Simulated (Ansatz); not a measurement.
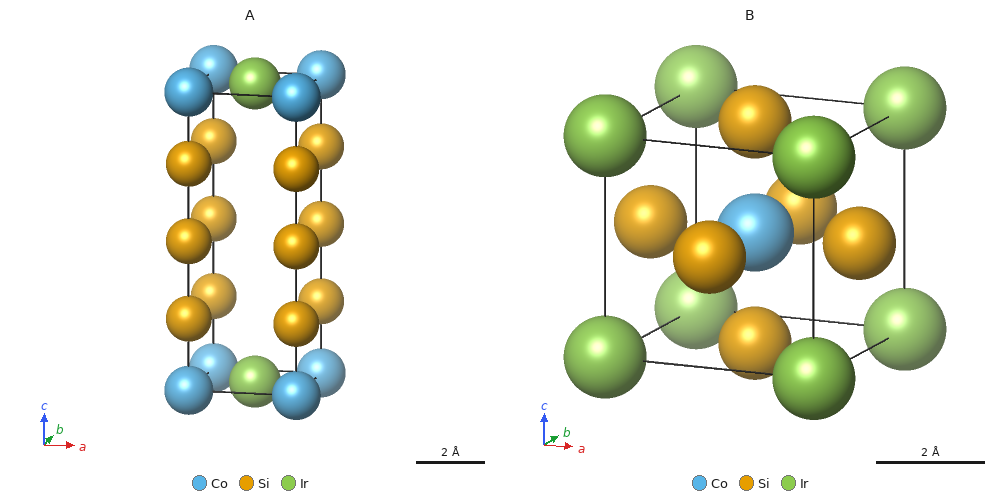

Two structures of CoSi3Ir, each relaxed to rest (conventional cells in solid outline, small ones repeated, not to one scale). Method: Ansatz 0.2.0, DFT PBE, scalar-relativistic, plane waves, PAW, without spin polarisation (spin-restricted runs, not always the ground states).

Name structures A and B.

Answer. A: 5 atoms a cell on a primitive tetragonal lattice, P4/mmm. B: 5 atoms a cell on a primitive cubic lattice, Pm-3m.

What is the energy order of the two?

Answer. B is lower, by 604 meV/atom at this level of theory (energies at zero smearing). Volumes: A 19.5, B 15.3 Å³/atom.

One or both may be structure types tried for this composition rather than known phases.
